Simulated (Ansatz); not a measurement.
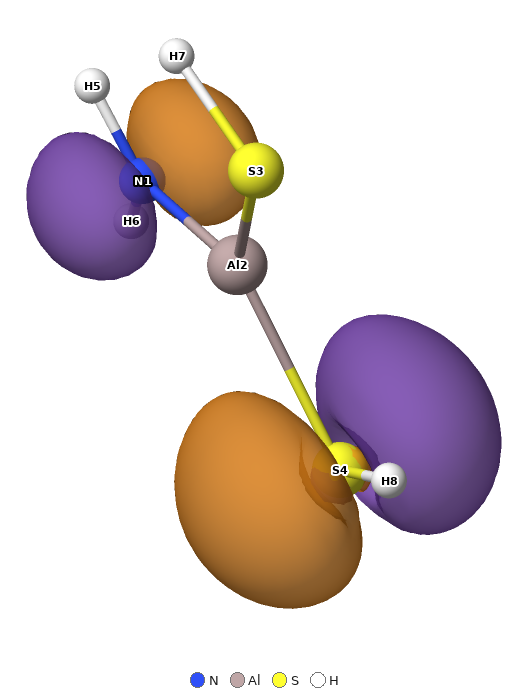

Figure 1: AlH4NS2 (SMILES [NH2][Al]([SH])[SH]). The HOMO at ±0.15 Å⁻³ᐟ² (orange and purple are the two phases), seen at an oblique angle.

Geometry: PBE0-D4/def2-TZVP.

Method: Ansatz 0.2.0, RKS PBE0-D4/def2-TZVPP.

| atom | x (Å) | y (Å) | z (Å) |
| --- | --- | --- | --- |
| N | -0.5547 | 1.4136 | -0.0900 |
| Al | -0.0723 | -0.2767 | -0.0154 |
| S | 2.0158 | -0.8786 | 0.2052 |
| S | -1.6072 | -1.8209 | -0.1483 |
| H | 0.0701 | 2.2011 | -0.0490 |
| H | -1.5069 | 1.7263 | -0.1872 |
| H | 2.4566 | 0.3908 | 0.2493 |
| H | -0.7093 | -2.8128 | -0.0205 |

What is the character of this orbital?

It lies mainly on S4 (about 60 %) and N1 (about 20 %); it changes sign across the molecular plane (π type); π-bonding across N1–Al2. Its energy is −7.46 eV.
